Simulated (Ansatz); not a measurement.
# SnNH$_{8}$F: geometry relaxation (part 2 of 2)

Continued. System: SnNH$_{8}$F. Method: RKS PBE-D4/def2-SVP (Ansatz 0.2.0). The input holds or restrains some coordinates. It belongs to a series of runs on one base structure; here: pulled along the bonds that form and break, towards end A.

Trajectory as extended XYZ, continued
```
11
Properties=species:S:1:pos:R:3:forces:R:3 step=4 energy=-10157.57582
Sn   -0.8439   -0.5531   -1.4112   -0.7234  -0.2027   1.9486
H     0.6660    0.3107   -1.4556    0.8082   0.4974   0.9388
H     0.0260   -1.9144   -1.7442    0.0948  -1.2617  -1.0856
H    -2.2307   -1.2605   -0.3762    0.9831   0.5442  -0.2218
H    -1.5321    0.8463   -1.9589   -0.9514   0.5457  -1.2102
H     0.7688    0.4358    1.3925    2.1438   0.6605  -0.3875
N    -0.1292    0.1748    1.6659   -1.4280  -0.3788  -0.4079
H     1.9279    0.8321   -0.2250   -2.2681  -0.7617  -2.8103
F     2.4945    1.0144    0.4357    2.0850   0.6715   2.6191
H    -0.8504    0.8672    1.6894   -0.5074   0.3615   0.2144
H    -0.2968   -0.7532    1.9877   -0.2368  -0.6761   0.4024
11
Properties=species:S:1:pos:R:3:forces:R:3 step=5 energy=-10158.17789
Sn   -0.8641   -0.5657   -1.4124   -0.0981   0.0193   0.3711
H     0.6133    0.3060   -1.3900    0.6827   0.4011   0.8592
H    -0.0419   -2.0083   -1.8963   -0.3836  -0.1590  -0.6829
H    -2.1096   -1.1921   -0.3737    0.2833   0.1850   0.3295
H    -1.6418    0.8129   -2.1160   -0.3164  -0.3611  -0.6703
H     0.7828    0.4380    1.4195    0.1429   0.0693   0.0675
N    -0.1267    0.2005    1.8015    0.0071  -0.0320  -0.0389
H     1.9808    0.8574   -0.1882   -1.1206  -0.3671  -1.3076
F     2.6136    1.0520    0.4421    0.8941   0.2650   1.1432
H    -0.8815    0.8756    1.7085    0.0229  -0.2219   0.0113
H    -0.3250   -0.7763    2.0052   -0.1142   0.2015  -0.0821
11
Properties=species:S:1:pos:R:3:forces:R:3 step=6 energy=-10158.62666
Sn   -0.8284   -0.5212   -1.3640   -0.4344  -0.2634   0.1109
H     0.6374    0.3538   -1.2921    0.4813   0.2981   0.6092
H    -0.1854   -1.9980   -1.9754   -0.1862  -0.0512  -0.4510
H    -2.0118   -1.1026   -0.2240    0.3545   0.2286   0.1770
H    -1.7236    0.6757   -2.2198   -0.1381  -0.1995  -0.4514
H     0.7408    0.4276    1.4212    0.4352   0.1177  -0.1952
N    -0.1318    0.2065    1.8828   -0.3594   0.1808   0.4891
H     2.1328    0.8999   -0.2364   -0.5976  -0.2011  -0.9347
F     2.6186    1.0561    0.5305    0.4179   0.1209   0.8399
H    -0.9124    0.7950    1.5732    0.1443  -0.3079  -0.0171
H    -0.3362   -0.7927    1.9038   -0.1175   0.0770  -0.1766
11
Properties=species:S:1:pos:R:3:forces:R:3 step=7 energy=-10158.86744
Sn   -0.8417   -0.5291   -1.3694   -0.3279  -0.1023  -0.1533
H     0.5710    0.4082   -1.1385    0.2990   0.1611   0.2972
H    -0.2385   -1.9687   -2.1027   -0.0888  -0.0026  -0.2034
H    -1.9068   -1.0594   -0.1180    0.1695   0.1007   0.0459
H    -1.7922    0.5368   -2.3463   -0.0102  -0.1676  -0.1755
H     0.7485    0.5211    1.4943    0.1643  -0.0441  -0.1309
N    -0.1380    0.2100    1.8878   -0.1665  -0.0247   0.5848
H     2.1964    0.8246   -0.2111   -0.6026  -0.2674  -0.9764
F     2.6489    1.0295    0.5623    0.4350   0.2189   0.9190
H    -0.9179    0.8120    1.6113    0.0827  -0.1886  -0.1027
H    -0.3299   -0.7850    1.7303    0.0453   0.3167  -0.1047
11
Properties=species:S:1:pos:R:3:forces:R:3 step=8 energy=-10158.93837
Sn   -0.8303   -0.5031   -1.3523   -0.3595  -0.2247  -0.4144
H     0.5617    0.4576   -1.1159    0.2799   0.1776   0.1807
H    -0.2799   -1.9425   -2.1374   -0.0283   0.0347  -0.0347
H    -1.7723   -0.9763    0.0045    0.0176   0.0189  -0.0615
H    -1.8454    0.4390   -2.3942    0.0390  -0.0796  -0.0137
H     0.7512    0.4726    1.5623    0.0980   0.0374  -0.0743
N    -0.1683    0.1974    1.9202   -0.1062  -0.0737   0.3925
H     2.2109    0.8187   -0.2096   -0.5451  -0.2460  -0.9690
F     2.6233    1.0133    0.5883    0.4091   0.2027   0.9331
H    -0.8884    0.7946    1.4974    0.1134  -0.0405   0.0036
H    -0.3626   -0.7712    1.6368    0.0821   0.1932   0.0577
11
Properties=species:S:1:pos:R:3:forces:R:3 step=9 energy=-10158.94689
Sn   -0.8575   -0.4947   -1.3561   -0.2657  -0.2299  -0.4753
H     0.5164    0.4754   -1.0467    0.2326   0.1480   0.1024
H    -0.3040   -1.9149   -2.1704    0.0220   0.0078   0.0171
H    -1.8120   -0.9745   -0.0165   -0.0180   0.0010   0.0093
H    -1.8594    0.4125   -2.4339    0.0150   0.0046  -0.0068
H     0.7834    0.5016    1.6294   -0.0156   0.0383  -0.0918
N    -0.1633    0.2220    1.9134   -0.2278   0.1033   0.2056
H     2.2019    0.7761   -0.1743   -0.5516  -0.3054  -0.9153
F     2.6323    1.0294    0.5975    0.4224   0.2645   0.8888
H    -0.8563    0.7461    1.3508    0.3724  -0.2295   0.2563
H    -0.2816   -0.7788    1.7069    0.0143   0.1974   0.0098
11
Properties=species:S:1:pos:R:3:forces:R:3 step=10 energy=-10158.95213
Sn   -0.8487   -0.4968   -1.3494   -0.2814  -0.2206  -0.4996
H     0.5204    0.4739   -1.0333    0.2550   0.1611   0.1090
H    -0.2856   -1.9178   -2.1588    0.0091   0.0198   0.0213
H    -1.8110   -0.9742   -0.0158   -0.0269  -0.0080   0.0110
H    -1.8421    0.4137   -2.4346    0.0206  -0.0123   0.0020
H     0.7626    0.5041    1.5871    0.0525   0.0439  -0.0578
N    -0.1607    0.2083    1.9226   -0.1387   0.0672   0.2939
H     2.2245    0.7572   -0.1999   -0.5160  -0.3355  -0.9278
F     2.6213    1.0366    0.5808    0.3863   0.2984   0.8980
H    -0.8816    0.7695    1.4440    0.2372  -0.1728   0.1153
H    -0.2992   -0.7746    1.6573    0.0025   0.1587   0.0346
11
Properties=species:S:1:pos:R:3:forces:R:3 step=11 energy=-10158.97679
Sn   -0.8695   -0.4415   -1.3405   -0.1938  -0.2127  -0.4670
H     0.4384    0.6004   -0.9814    0.1988   0.1613   0.0734
H    -0.2143   -1.9100   -1.9762    0.0244   0.0174   0.0669
H    -1.9310   -0.8179   -0.0497   -0.0462   0.0293   0.0065
H    -1.7710    0.3316   -2.5953   -0.0166   0.0056  -0.0222
H     0.7892    0.4409    1.5610    0.1224   0.0530  -0.0576
N    -0.1131    0.1365    1.9378   -0.0573   0.0590   0.3915
H     2.2048    0.7106   -0.2329   -0.5233  -0.4604  -0.9477
F     2.5862    1.0856    0.5130    0.3983   0.4268   0.9155
H    -0.8507    0.7012    1.5017    0.0888  -0.0430   0.0328
H    -0.2689   -0.8374    1.6626    0.0046  -0.0364   0.0080
```

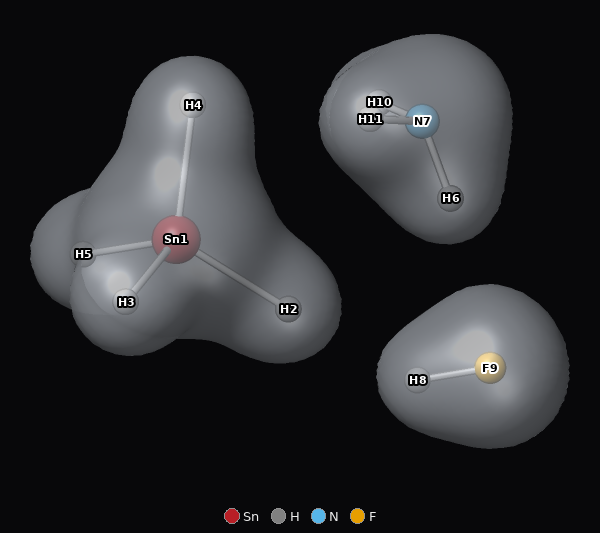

Figure 1. Isosurface of the total electron density at 0.2 e/Å³ (grey), seen face on. At this value the surface falls into three separate pieces. It is pinched off along the Sn···N (3.41 Å) contacts. On the grid the lowest density along these lines, outside the cores, is 0.07 e/Å³ (Sn···N, 3.41 Å), 2.4 e/Å³ (F–H, 0.92 Å), 2.2 e/Å³ (N–H, 1.02 Å) and 0.72 e/Å³ (Sn–H, 1.71 Å).

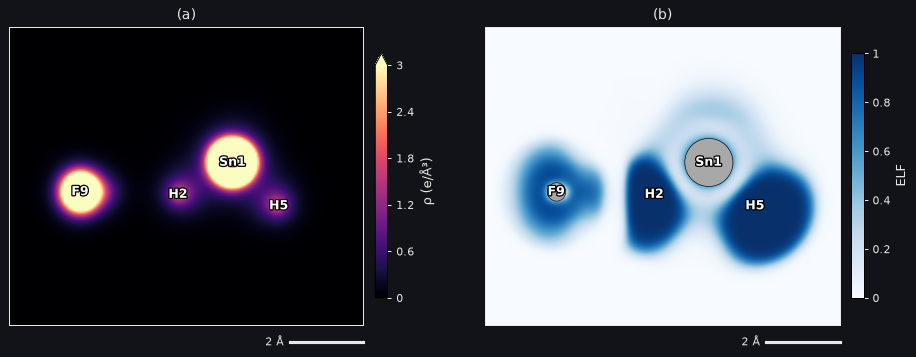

Figure 2. (a) electron density; (b) electron localisation function on the plane of atoms H2, Sn1 and H5. Grey discs, where drawn, cover atomic cores. The section cuts through Sn, H and F sites. Sn–H (1.71 Å): ρ is about 1.1 e/Å³ halfway, with its minimum of 0.72 e/Å³ about 1.1 Å from Sn; the ELF climbs to about 1 towards the hydrogen, as it does in any bond to H.

This output came from the following input.

Input file
```yaml
crystal:
  periodic: [false, false, false]
  atoms:
    - { symbol: Sn, position_ang: [-0.8766, -0.5348, -1.005] }
    - { symbol: H, position_ang: [1.0955, 0.5107, -1.2495] }
    - { symbol: H, position_ang: [0.0083, -1.8178, -1.6697] }
    - { symbol: H, position_ang: [-2.2915, -1.2953, -0.3693] }
    - { symbol: H, position_ang: [-1.4671, 0.795, -1.8751] }
    - { symbol: H, position_ang: [1.0456, 0.5232, 1.1591] }
    - { symbol: "N", position_ang: [-0.2107, 0.084, 1.2719] }
    - { symbol: H, position_ang: [1.6515, 0.72, -0.4706] }
    - { symbol: F, position_ang: [2.0803, 0.8748, 0.6517] }
    - { symbol: H, position_ang: [-0.7811, 0.8308, 1.6393] }
    - { symbol: H, position_ang: [-0.2543, -0.6906, 1.9172] }
basis:
  gaussian: { orbitals: def2-SVP }
hamiltonian:
  xc: pbe
  dispersion: d4
relax:
  f_tol: 0.15
  max_steps: 25
  restrain:
    - { distance: [0, 6], at: 3.4, k: 30.0 }
    - { distance: [5, 8], at: 2.18, k: 30.0 }
    - { distance: [7, 1], at: 1.92, k: 30.0 }
    - { distance: [0, 1], at: 1.7, k: 30.0 }
    - { distance: [5, 6], at: 1.02, k: 30.0 }
    - { distance: [7, 8], at: 0.88, k: 30.0 }
output:
  orbitals: {}
```

Launch command:
```bash
ansatz run input.yaml --threads 2 --pin off --max-ram 3072MiB --backend cpu --events-out ev --progress --plain --runs-dir out
```

Results in brief

| quantity | value |
| --- | --- |
| outcome | converged under the restraints of the input |
| total energy | −10158.9768 eV |
| mean-field energy | −10158.8363 eV |
| largest force (length of the vector) at the end, held atoms and coordinates included | 1.176 eV/Å |
| hardware | 2 threads of Arm Neoverse V1, 24 GiB of memory available, shared host |
| wall time | 21 s (CPU time 40 s) |
| peak memory | 0.13 GiB |
